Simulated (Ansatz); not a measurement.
# CH₃ClZn + H₂: a complex and its separated parts, part 2 of 2

Ansatz 0.2.0, Gaussian basis. Earlier steps stand in the parts before.

## (13) CAM-B3LYP-D4/def2-TZVPP

The inputs:

parta/in.yaml

```yaml
crystal:
  periodic: [false, false, false]
  atoms:
    - {symbol: Zn, position_ang: [-0.841349, 0.371792, -0.548505]}
    - {symbol: Cl, position_ang: [-2.164652, -0.495709, -1.941643]}
    - {symbol: C, position_ang: [0.366395, 1.164651, 0.723356]}
    - {symbol: H, position_ang: [-0.167658, 1.432843, 1.636598]}
    - {symbol: H, position_ang: [1.162480, 0.463054, 0.978588]}
    - {symbol: H, position_ang: [0.817476, 2.066578, 0.305978]}
basis:
  gaussian: {orbitals: def2-TZVPP}
hamiltonian: {xc: {name: CAM-B3LYP}, dispersion: d4}
```

partb/in.yaml

```yaml
crystal:
  periodic: [false, false, false]
  atoms:
    - {symbol: H, position_ang: [0.127119, -2.514019, -0.815738]}
    - {symbol: H, position_ang: [0.700189, -2.489290, -0.338533]}
basis:
  gaussian: {orbitals: def2-TZVPP}
hamiltonian: {xc: {name: CAM-B3LYP}, dispersion: d4}
```

Each run has its own folder and the same command.

On the command line:

```bash
$ ansatz run in.yaml --threads 4 --pin off --events-out ev --progress --plain --max-ram 9574MiB
```

Output in parta (excerpt; [...] marks lines left out):

```text
Functional definition: CAM-B3LYP
  name "CAM-B3LYP"
  cite "Yanai, Tew & Handy, Chem. Phys. Lett. 393, 51 (2004) doi:10.1016/j.cplett.2004.06.011"
  cite "Iikura, Tsuneda, Yanai & Hirao, J. Chem. Phys. 115, 3540 (2001) doi:10.1063/1.1383587"
  cite "Becke, Phys. Rev. A 38, 3098 (1988) doi:10.1103/PhysRevA.38.3098"
  cite "Lee, Yang & Parr, Phys. Rev. B 37, 785 (1988) doi:10.1103/PhysRevB.37.785"
[...]
1216 factors; their error is unknown
215 factors; integrals over basis functions are off by at most 2.4e-5 eV
[...]
mean field -62033.73829209 eV, -2279.6978342562 hartree, gradient 4.4e-5 eV, S^2 0.000000; 0 other end points of the search recorded, 0 dependent functions left out
reference -62033.73841202 eV, -2279.6978386635 hartree; 28, 28 occupied and 151, 151 virtual orbitals, 1216 factors
Total energy: -62033.81374199 eV, -2279.7006069890 hartree
```

Log of partb (excerpt; [...] marks lines left out):

```text
[... 6 set-up lines as earlier in the session ...]
[...]
  # Exact exchange under (alpha + beta erf(omega r))/r, Becke's under what is left of 1/r.
[...]
118 factors; their error is unknown
42 factors; integrals over basis functions are off by at most 6.3e-5 eV
[...]
mean field -31.88030442 eV, -1.1715795783 hartree, gradient 6.4e-5 eV, S^2 0.000000; 0 other end points of the search recorded, 0 dependent functions left out
reference -31.88037436 eV, -1.1715821485 hartree; 1, 1 occupied and 27, 27 virtual orbitals, 118 factors
Total energy: -31.88188776 eV, -1.1716377648 hartree
```

They took 1.8 s (parta), 0.15 s (partb) on 4 threads of Arm Neoverse V1, shared host.

## (14) wB97X-V/def2-TZVPP

The same edit goes into each in.yaml of step 13 (parta, partb):

```diff
-hamiltonian: {xc: {name: CAM-B3LYP}, dispersion: d4}
+hamiltonian: {xc: {name: wB97X-V}}
```

The same command starts each run, in its folder.

On the command line:

```bash
$ ansatz run in.yaml --threads 4 --pin off --events-out ev --progress --plain --max-ram 9574MiB
```

parta printed (excerpt; [...] marks lines left out):

```text
Functional definition: wB97X-V
  name "wB97X-V"
  cite "Mardirossian & Head-Gordon, Phys. Chem. Chem. Phys. 16, 9904 (2014) doi:10.1039/C3CP54374A"
[... 2 set-up lines as earlier in the session ...]
[...]
      + integral(e_c_pw_opposite_spin*poly(b97_u_opposite, cos0, cos1)) + vv10(b, c)
1203 factors; their error is unknown
210 factors; integrals over basis functions are off by at most 2.4e-5 eV
[...]
mean field -62024.15588946 eV, -2279.3456874548 hartree, gradient 1.4e-5 eV, S^2 0.000000; 0 other end points of the search recorded, 0 dependent functions left out
reference -62024.15588748 eV, -2279.3456873821 hartree; 28, 28 occupied and 151, 151 virtual orbitals, 1203 factors
Total energy: -62024.15588748 eV, -2279.3456873821 hartree
```

Log of partb (excerpt; [...] marks lines left out):

```text
[... 5 set-up lines as earlier in the session ...]
[...]
      + integral(e_c_pw_opposite_spin*poly(b97_u_opposite, cos0, cos1)) + vv10(b, c)
118 factors; their error is unknown
42 factors; integrals over basis functions are off by at most 3.0e-5 eV
[...]
mean field -31.90860168 eV, -1.1726194835 hartree, gradient 8.8e-5 eV, S^2 0.000000; 0 other end points of the search recorded, 0 dependent functions left out
reference -31.90860068 eV, -1.1726194467 hartree; 1, 1 occupied and 27, 27 virtual orbitals, 118 factors
Total energy: -31.90860068 eV, -1.1726194467 hartree
```

Times: 4.4 s (parta), 0.15 s (partb) on 4 threads of Arm Neoverse V1, shared host.

## (15) wB97M-V/def2-TZVPP

The same edit goes into each in.yaml of step 14 (parta, partb):

```diff
-hamiltonian: {xc: {name: wB97X-V}}
+hamiltonian: {xc: {name: wB97M-V}}
```

One command serves all of them, each in its own folder.

On the command line:

```bash
$ ansatz run in.yaml --threads 4 --pin off --events-out ev --progress --plain --max-ram 9574MiB
```

Output in parta (excerpt; [...] marks lines left out):

```text
Functional definition: wB97M-V
  name "wB97M-V"
  cite "Mardirossian & Head-Gordon, J. Chem. Phys. 144, 214110 (2016) doi:10.1063/1.4952647"
[... 2 set-up lines as earlier in the session ...]
  # Of w^i u^j: cxij and so on, Table III.
[...]
  gx(w, u) = 1 - cx + cx01*u + cx10*w
[...]
      + integral(e_c_pw_mod_opposite_spin*gos(b97_w_opposite, b97_u_opposite)) + vv10(b, c)
1203 factors; their error is unknown
210 factors; integrals over basis functions are off by at most 2.4e-5 eV
[...]
mean field -62026.94825223 eV, -2279.4483048939 hartree, gradient 1.9e-5 eV, S^2 0.000000; 0 other end points of the search recorded, 0 dependent functions left out
reference -62026.94830056 eV, -2279.4483066700 hartree; 28, 28 occupied and 151, 151 virtual orbitals, 1203 factors
Total energy: -62026.94830056 eV, -2279.4483066700 hartree
```

partb printed (excerpt; [...] marks lines left out):

```text
[... 5 set-up lines as earlier in the session ...]
  # Of w^i u^j: cxij and so on, Table III.
[...]
  gx(w, u) = 1 - cx + cx01*u + cx10*w
[...]
      + integral(e_c_pw_mod_opposite_spin*gos(b97_w_opposite, b97_u_opposite)) + vv10(b, c)
118 factors; their error is unknown
42 factors; integrals over basis functions are off by at most 3.0e-5 eV
[...]
mean field -31.60111830 eV, -1.1613196775 hartree, gradient 7.3e-6 eV, S^2 0.000000; 0 other end points of the search recorded, 0 dependent functions left out
reference -31.60114256 eV, -1.1613205689 hartree; 1, 1 occupied and 27, 27 virtual orbitals, 118 factors
Total energy: -31.60114256 eV, -1.1613205689 hartree
```

Times: 5 s (parta), 0.2 s (partb) on 4 threads of Arm Neoverse V1, shared host.

## (16) B2PLYP/def2-TZVPP

parta/in.yaml: that of step 15 with these lines changed.

```diff
@@ -11,2 +11,3 @@
   gaussian: {orbitals: def2-TZVPP}
-hamiltonian: {xc: {name: wB97M-V}}
+hamiltonian: {xc: {name: B2PLYP}}
+correlation: {frozen_orbitals: {C: 1, Cl: 5, H: 0, Zn: 9}}
```

partb/in.yaml: that of step 15 with these lines changed.

```diff
@@ -7,2 +7,2 @@
   gaussian: {orbitals: def2-TZVPP}
-hamiltonian: {xc: {name: wB97M-V}}
+hamiltonian: {xc: {name: B2PLYP}}
```

One command serves all of them, each in its own folder.

On the command line:

```bash
$ ansatz run in.yaml --threads 4 --pin off --events-out ev --progress --plain --max-ram 9574MiB
```

Output in parta (excerpt; [...] marks lines left out):

```text
Functional definition: B2PLYP
  name "B2PLYP"
  cite "Grimme, J. Chem. Phys. 124, 034108 (2006) doi:10.1063/1.2148954"
[... 2 set-up lines as earlier in the session ...]
[...]
1113 factors; integrals over basis functions are off by at most 7.9e-4 eV
[...]
mean field -62011.05789328 eV, -2278.8643449735 hartree, gradient 3.1e-6 eV, S^2 0.000000; 0 other end points of the search recorded, 0 dependent functions left out
15 core orbitals not correlated: weight in the atoms' cores, before any rotation towards them, 1.000 or more for the frozen orbitals, at most 0.000 for the correlated occupied ones
reference -62011.05804772 eV, -2278.8643506488 hartree; 13, 13 occupied and 151, 151 virtual orbitals, 1113 factors
second order -28.41441807 eV of doubles, -0.00000000 eV of singles
Total energy: -62018.72994060 eV, -2279.1462875119 hartree
```

Log of partb (excerpt; [...] marks lines left out):

```text
[... 5 set-up lines as earlier in the session ...]
[...]
145 factors; integrals over basis functions are off by at most 7.3e-4 eV
[...]
mean field -31.55849662 eV, -1.1597533595 hartree, gradient 1.0e-6 eV, S^2 0.000000; 0 other end points of the search recorded, 0 dependent functions left out
reference -31.55858603 eV, -1.1597566454 hartree; 1, 1 occupied and 27, 27 virtual orbitals, 145 factors
second order -1.02366048 eV of doubles, -0.00000000 eV of singles
Total energy: -31.83497436 eV, -1.1699137292 hartree
```

They took 2.7 s (parta), 0.1 s (partb) on 4 threads of Arm Neoverse V1, shared host.

## (17) PBE-QIDH/def2-TZVPP

The same edit goes into each in.yaml of step 16 (parta, partb):

```diff
-hamiltonian: {xc: {name: B2PLYP}}
+hamiltonian: {xc: {name: PBE-QIDH}}
```

The same command starts each run, in its folder.

On the command line:

```bash
$ ansatz run in.yaml --threads 4 --pin off --events-out ev --progress --plain --max-ram 9574MiB
```

Output in parta (excerpt; [...] marks lines left out):

```text
Functional definition: PBE-QIDH
  name "PBE-QIDH"
  cite "Brémond, Sancho-García, Pérez-Jiménez & Adamo, J. Chem. Phys. 141, 031101 (2014) doi:10.1063/1.4890314"
[... 1 set-up line as earlier in the session ...]
[...]
1113 factors; integrals over basis functions are off by at most 7.9e-4 eV
[...]
mean field -62000.72918989 eV, -2278.4847721247 hartree, gradient 3.8e-6 eV, S^2 0.000000; 0 other end points of the search recorded, 0 dependent functions left out
15 core orbitals not correlated: weight in the atoms' cores, before any rotation towards them, 1.000 or more for the frozen orbitals, at most 0.000 for the correlated occupied ones
reference -62000.72920214 eV, -2278.4847725750 hartree; 13, 13 occupied and 151, 151 virtual orbitals, 1113 factors
second order -26.53010429 eV of doubles, -0.00000000 eV of singles
Total energy: -62009.57257024 eV, -2278.8097603584 hartree
```

Log of partb (excerpt; [...] marks lines left out):

```text
[... 4 set-up lines as earlier in the session ...]
[...]
145 factors; integrals over basis functions are off by at most 7.3e-4 eV
[...]
mean field -31.52725640 eV, -1.1586053027 hartree, gradient 1.4e-6 eV, S^2 0.000000; 0 other end points of the search recorded, 0 dependent functions left out
reference -31.52726282 eV, -1.1586055386 hartree; 1, 1 occupied and 27, 27 virtual orbitals, 145 factors
second order -0.95920289 eV of doubles, -0.00000000 eV of singles
Total energy: -31.84699711 eV, -1.1703555572 hartree
```

Times: 2.8 s (parta), 0.1 s (partb) on 4 threads of Arm Neoverse V1, shared host.

## (18) RPA on PBE/def2-TZVPP

parta/in.yaml: that of step 17 with these lines changed.

```diff
@@ -11,3 +11,3 @@
   gaussian: {orbitals: def2-TZVPP}
-hamiltonian: {xc: {name: PBE-QIDH}}
-correlation: {frozen_orbitals: {C: 1, Cl: 5, H: 0, Zn: 9}}
+hamiltonian: {xc: pbe}
+correlation: {method: rpa, frozen_orbitals: {C: 1, Cl: 5, H: 0, Zn: 9}}
```

partb/in.yaml: that of step 17 with these lines changed.

```diff
@@ -7,2 +7,3 @@
   gaussian: {orbitals: def2-TZVPP}
-hamiltonian: {xc: {name: PBE-QIDH}}
+hamiltonian: {xc: pbe}
+correlation: {method: rpa}
```

One command serves all of them, each in its own folder.

On the command line:

```bash
$ ansatz run in.yaml --threads 4 --pin off --events-out ev --progress --plain --max-ram 9574MiB
```

parta printed (excerpt; [...] marks lines left out):

```text
[... 4 set-up lines as earlier in the session ...]
[...]
1113 factors; integrals over basis functions are off by at most 7.9e-4 eV
[...]
mean field -62016.94407203 eV, -2279.0806580526 hartree, gradient 5.3e-6 eV, S^2 0.000000; 0 other end points of the search recorded, 0 dependent functions left out
15 core orbitals not correlated: weight in the atoms' cores, before any rotation towards them, 1.000 or more for the frozen orbitals, at most 0.000 for the correlated occupied ones
reference -61958.82494610 eV, -2276.9448195693 hartree; 13, 13 occupied and 151, 151 virtual orbitals, 1113 factors
Total energy: -61992.99477355 eV, -2278.2005375667 hartree
```

Log of partb (excerpt; [...] marks lines left out):

```text
[... 4 set-up lines as earlier in the session ...]
[...]
145 factors; integrals over basis functions are off by at most 7.3e-4 eV
[...]
mean field -31.73221453 eV, -1.1661373753 hartree, gradient 1.4e-6 eV, S^2 0.000000; 0 other end points of the search recorded, 0 dependent functions left out
reference -30.80640823 eV, -1.1321146211 hartree; 1, 1 occupied and 27, 27 virtual orbitals, 145 factors
Total energy: -32.86230576 eV, -1.2076674620 hartree
```

They took 2.4 s (parta), 0.1 s (partb) on 4 threads of Arm Neoverse V1, shared host.

## (19) CCSD(T)/def2-TZVPP

parta/in.yaml: that of step 18 with these lines changed.

```diff
@@ -11,3 +11,2 @@
   gaussian: {orbitals: def2-TZVPP}
-hamiltonian: {xc: pbe}
-correlation: {method: rpa, frozen_orbitals: {C: 1, Cl: 5, H: 0, Zn: 9}}
+correlation: {method: ccsd_t, frozen_orbitals: {C: 1, Cl: 5, H: 0, Zn: 9}}
```

partb/in.yaml: that of step 18 with these lines changed.

```diff
@@ -7,3 +7,2 @@
   gaussian: {orbitals: def2-TZVPP}
-hamiltonian: {xc: pbe}
-correlation: {method: rpa}
+correlation: {method: ccsd_t}
```

Each run has its own folder and the same command.

On the command line:

```bash
$ ansatz run in.yaml --threads 4 --pin off --events-out ev --progress --plain --max-ram 9574MiB
```

Output in parta (excerpt; [...] marks lines left out):

```text
Functional definition: HF
  name "HF"
  cite "Fock, Z. Phys. 61, 126 (1930) doi:10.1007/BF01340294"
[... 1 set-up line as earlier in the session ...]
[...]
1113 factors; integrals over basis functions are off by at most 7.9e-4 eV
[...]
mean field -61960.40719828 eV, -2277.0029662643 hartree, gradient 2.2e-6 eV, S^2 0.000000; 0 other end points of the search recorded, 0 dependent functions left out
15 core orbitals not correlated: weight in the atoms' cores, before any rotation towards them, 1.000 or more for the frozen orbitals, at most 0.000 for the correlated occupied ones
reference -61960.40719828 eV, -2277.0029662643 hartree; 13, 13 occupied and 151, 151 virtual orbitals, 1113 factors
second order -23.88916180 eV of doubles, -0.00000000 eV of singles
cycle   1  -22.65911721 eV  change     1.2e0 eV  update   1.1e-1
[...]
cycle  10  -23.39434385 eV  change   -1.9e-5 eV  update   7.7e-6
perturbative correction -0.82057215 eV, -0.0301554702 hartree
Total energy: -61984.62211427 eV, -2277.8928480137 hartree
```

Log of partb (excerpt; [...] marks lines left out):

```text
[... 4 set-up lines as earlier in the session ...]
[...]
145 factors; integrals over basis functions are off by at most 7.3e-4 eV
[...]
mean field -30.82771166 eV, -1.1328975079 hartree, gradient 4.2e-7 eV, S^2 0.000000; 0 other end points of the search recorded, 0 dependent functions left out
reference -30.82771166 eV, -1.1328975079 hartree; 1, 1 occupied and 27, 27 virtual orbitals, 145 factors
second order -0.86257329 eV of doubles, -0.00000000 eV of singles
cycle   1  -1.00722731 eV  change   -1.4e-1 eV  update   2.6e-2
[...]
cycle   7  -1.07307415 eV  change    6.0e-7 eV  update   4.2e-7
perturbative correction 0.00000000 eV, 0.0000000000 hartree
Total energy: -31.90078581 eV, -1.1723322554 hartree
```

They took 26 s (parta), 0.1 s (partb) on 4 threads of Arm Neoverse V1, shared host; peak memory 1.6 GiB.

## (20) Vibrations of CH₃ClZn

Input file vib-parta/in.yaml:

```yaml
crystal:
  periodic: [false, false, false]
  atoms:
    - {symbol: Zn, position_ang: [-0.841349, 0.371792, -0.548505]}
    - {symbol: Cl, position_ang: [-2.164652, -0.495709, -1.941643]}
    - {symbol: C, position_ang: [0.366395, 1.164651, 0.723356]}
    - {symbol: H, position_ang: [-0.167658, 1.432843, 1.636598]}
    - {symbol: H, position_ang: [1.162480, 0.463054, 0.978588]}
    - {symbol: H, position_ang: [0.817476, 2.066578, 0.305978]}
basis:
  gaussian: {orbitals: def2-TZVP}
hamiltonian: {xc: pbe0, dispersion: d4}
phonons: {temperatures: {t_min: 298.15, t_max: 900, t_step: 200}}
```

On the command line:

```bash
$ ansatz run in.yaml --threads 4 --pin off --events-out ev --progress --plain --max-ram 9574MiB
```

Log (excerpt; [...] marks lines left out):

```text
[... 5 set-up lines as earlier in the session ...]
[...]
1121 factors; their error is unknown
[...]
mean field -62018.62722144 eV, -2279.1425126525 hartree, gradient 5.9e-5 eV, S^2 0.000000; 0 other end points of the search recorded, 0 dependent functions left out
[...]
Atom 3 at    -0.167658     1.432843     1.636598 Å, force     0.000163    -0.000069    -0.000045 eV/Å
Atom 4 at     1.162480     0.463054     0.978588 Å, force    -0.000229    -0.000104    -0.000205 eV/Å
Atom 5 at     0.817476     2.066578     0.305978 Å, force     0.000092    -0.000091     0.000141 eV/Å
Dipole moment:     0.323497     0.211987     0.340541 e Å
Vibrations: 121.57 121.60 391.74 594.95 710.39 710.43 1203.59 1447.64 1447.65 3059.22 3150.08 3150.15 cm⁻¹, zero-point energy 0.998630 eV
```

Run time: 39 s. Hardware: 4 threads of Arm Neoverse V1, shared host.

The modes, with what each moves most:

| mode | wavenumber (cm⁻¹) | character |
| --- | --- | --- |
| 1 | 122 | bend |
| 2 | 122 | bend |
| 3 | 392 | Zn–Cl stretch |
| 4 | 595 | Zn–C stretch |
| 5 | 710 | bend |
| 6 | 710 | bend |
| 7 | 1204 | bend |
| 8 | 1448 | bend |
| 9 | 1448 | bend |
| 10 | 3059 | C–H stretch |
| 11 | 3150 | C–H stretch |
| 12 | 3150 | C–H stretch |

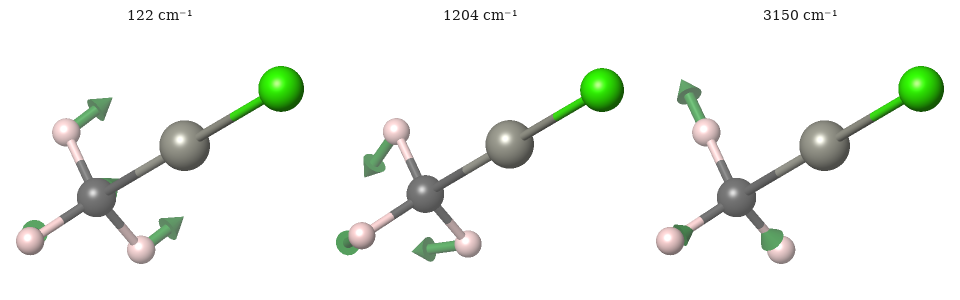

How the atoms move in 3 of the modes.

Vibrational sums (real modes only):

| T (K) | entropy (J/mol/K) | heat capacity (J/mol/K) |
| --- | --- | --- |
| 298 | 34.6 | 35.1 |
| 498 | 56.5 | 50.5 |
| 698 | 75.2 | 60.8 |
| 898 | 91.5 | 68.5 |

## (21) Vibrations of H₂

Input file vib-partb/in.yaml:

```yaml
crystal:
  periodic: [false, false, false]
  atoms:
    - {symbol: H, position_ang: [0.127119, -2.514019, -0.815738]}
    - {symbol: H, position_ang: [0.700189, -2.489290, -0.338533]}
basis:
  gaussian: {orbitals: def2-TZVP}
hamiltonian: {xc: pbe0, dispersion: d4}
phonons: {temperatures: {t_min: 298.15, t_max: 900, t_step: 200}}
```

On the command line:

```bash
$ ansatz run in.yaml --threads 4 --pin off --events-out ev --progress --plain --max-ram 9574MiB
```

Log (excerpt; [...] marks lines left out):

```text
[... 5 set-up lines as earlier in the session ...]
[...]
88 factors; their error is unknown
[...]
mean field -31.78865272 eV, -1.1682114404 hartree, gradient 1.8e-5 eV, S^2 0.000000; 0 other end points of the search recorded, 0 dependent functions left out
[...]
reference -31.78855216 eV, -1.1682077449 hartree; 1, 1 occupied and 11, 11 virtual orbitals, 88 factors
Total energy: -31.79027514 eV, -1.1682710630 hartree
Atom 0 at     0.127119    -2.514019    -0.815738 Å, force     0.001027     0.000044     0.000855 eV/Å
Atom 1 at     0.700189    -2.489290    -0.338533 Å, force    -0.001027    -0.000044    -0.000855 eV/Å
Dipole moment:     0.000000    -0.000000     0.000000 e Å
Vibrations: 4414.55 cm⁻¹, zero-point energy 0.273667 eV
```

Wall time 0.2 s (4 threads of Arm Neoverse V1, shared host).

The modes, with what each moves most:

| mode | wavenumber (cm⁻¹) | character |
| --- | --- | --- |
| 1 | 4415 | H–H stretch |

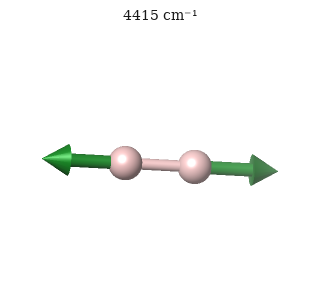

Displacements of 1 modes, as arrows.

Vibrational sums (real modes only):

| T (K) | entropy (J/mol/K) | heat capacity (J/mol/K) |
| --- | --- | --- |
| 298 | 0.0 | 0.0 |
| 498 | 0.0 | 0.0 |
| 698 | 0.0 | 0.1 |
| 898 | 0.1 | 0.4 |

## (22) Complex less separated parts

The complex's own energies come from single points at the same levels.

Rows are in def2-TZVPP; times add the 3 runs of a level on a shared host, so small differences are noise.

Differences are taken before rounding.

| method | rung | complex less parts (kcal/mol) | from CCSD(T) (kcal/mol) | time |
| --- | --- | --- | --- | --- |
| SPW92 | LDA | -1.69 | -1.12 | 2 s |
| PBE-D4 | GGA | -1.02 | -0.46 | 3.2 s |
| BLYP-D4 | GGA | -0.55 | +0.01 | 3.4 s |
| r2SCAN-D4 | meta-GGA | -0.78 | -0.22 | 6.8 s |
| B97M-V | meta-GGA | -0.83 | -0.27 | 13 s |
| PBE0-D4 | hybrid | -0.97 | -0.41 | 4.5 s |
| B3LYP-D4 | hybrid | -0.72 | -0.15 | 4.3 s |
| r2SCAN0-D4 | hybrid | -0.87 | -0.31 | 7.3 s |
| BHLYP-D4 | hybrid | -0.85 | -0.29 | 3.9 s |
| CAM-B3LYP-D4 | range-separated hybrid | -0.80 | -0.24 | 5 s |
| wB97X-V | range-separated hybrid | -0.86 | -0.30 | 11 s |
| wB97M-V | range-separated hybrid | -0.80 | -0.24 | 13 s |
| B2PLYP | double hybrid | -0.18 | +0.39 | 7.3 s |
| PBE-QIDH | double hybrid | -0.53 | +0.03 | 7.2 s |
| RPA on PBE | RPA | -0.31 | +0.25 | 6.1 s |
| Hartree-Fock | wavefunction | 0.11 | +0.67 |  |
| MP2 | wavefunction | -0.51 | +0.05 |  |
| CCSD | wavefunction | -0.49 | +0.08 |  |
| CCSD(T) | wavefunction | -0.56 | 0 | 86 s |

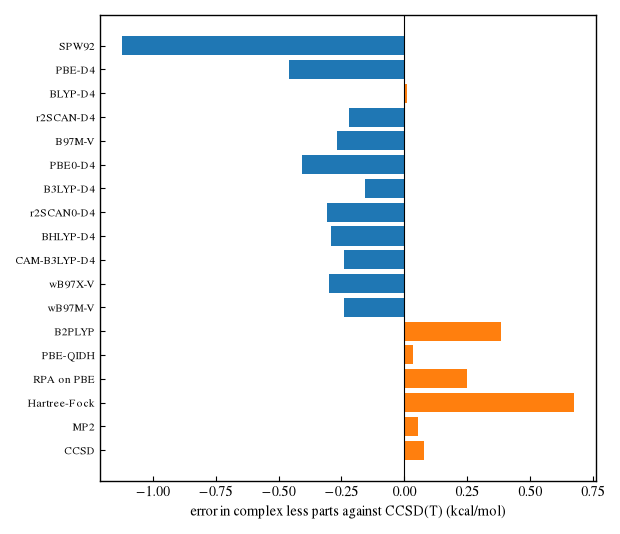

Deviations from CCSD(T), method by method.

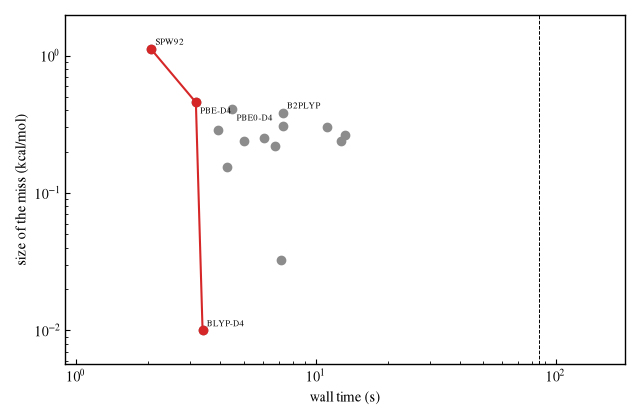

Accuracy for the time spent; red marks the levels that beat every quicker one drawn (of those quicker than the yardstick), and the dashed line is the time of CCSD(T). Only those levels and the largest misses are named. Misses under 0.01 kcal/mol are drawn at that value. Times are from a shared host.

BLYP-D4 reaches 0.01 kcal/mol from the reference in 3.4 s, where CCSD(T) took 86 s; the quickest level in the cost chart, SPW92, takes 2 s and misses by 1.12 kcal/mol.

The complex's zero-point energy, from a separate PBE0-D4 run, is 1.311 eV.

## (23) What came out

This closing draws on all 2 parts.

| quantity | value |
| --- | --- |
| complex less parts, CCSD(T)/def2-TZVPP | -0.56 kcal/mol |
| with zero-point energy | +0.34 kcal/mol |
| largest T1 diagnostic | 0.013 |

In words: At CCSD(T) the complex lies 0.56 kcal/mol below its parts. Among the functionals BLYP-D4 lands nearest to CCSD(T) (+0.01 kcal/mol) and SPW92 farthest (-1.12 kcal/mol). Mean unsigned error by rung: LDA 1.12, GGA 0.23, meta-GGA 0.24, hybrid 0.29, range-separated hybrid 0.26, double hybrid 0.21 kcal/mol. PBE-D4 gives a relative energy 0.46 kcal/mol too low, an error of 81 % of the reference. The complex's frequency run has imaginary modes: the structure is no minimum, so both the energy and the zero-point correction are in doubt. No counterpoise was applied, and triple zeta lacks some correlation, so the CCSD(T) reference has a basis error of its own, and close matches with it are partly luck.
